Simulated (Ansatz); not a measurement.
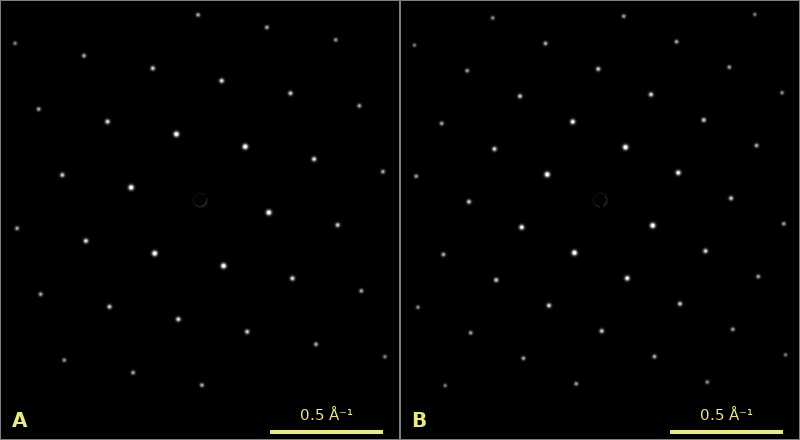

Kinematic electron diffraction patterns (300 kV, B = 0.5 Å², same scale, each along a low-index zone) of two structures of composition RbTl, each relaxed at zero pressure with Ansatz 0.2.0, DFT PBE, scalar-relativistic, plane waves, PAW.

The structures (standard cells):
1. Fm-3m (No. 225), a = 7.584 Å, 8 atoms; generated start, possibly hypothetical
2. Pm-3m (No. 221), a = 4.492 Å, 2 atoms; generated start, possibly hypothetical

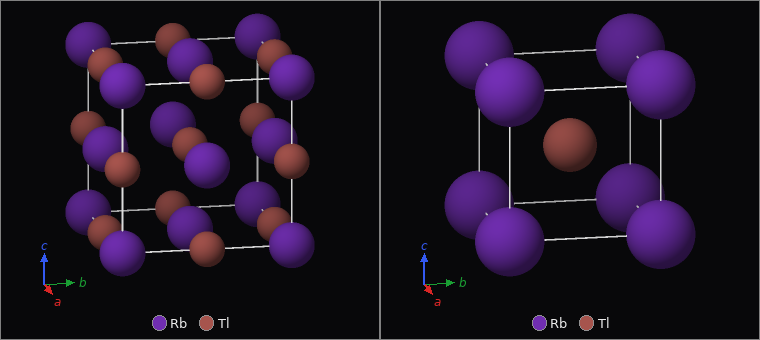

Drawings of the structures 1 to 2, from left to right (each may span several cells).

### Which pattern belongs to which structure, and along which zone?

A is structure 2 along [111] or an equivalent direction: hexagonal net of -1 1 0 at d = 3.18 Å and -1 0 1 at d = 3.18 Å, 60.0° apart. B is structure 1 along [001] or an equivalent direction: square net of 2 0 0 at d = 3.79 Å and 0 2 0 at d = 3.79 Å, 90.0° apart.

### Rank the structures by their computed energy.

Structure 2 (Pm-3m, 45.31 Å³ an atom) is the lowest of these; structure 1 (Fm-3m, 54.52 Å³ an atom) lies about 130 meV an atom higher. These are static energies at 0 K; other structures, not shown, may lie lower still.
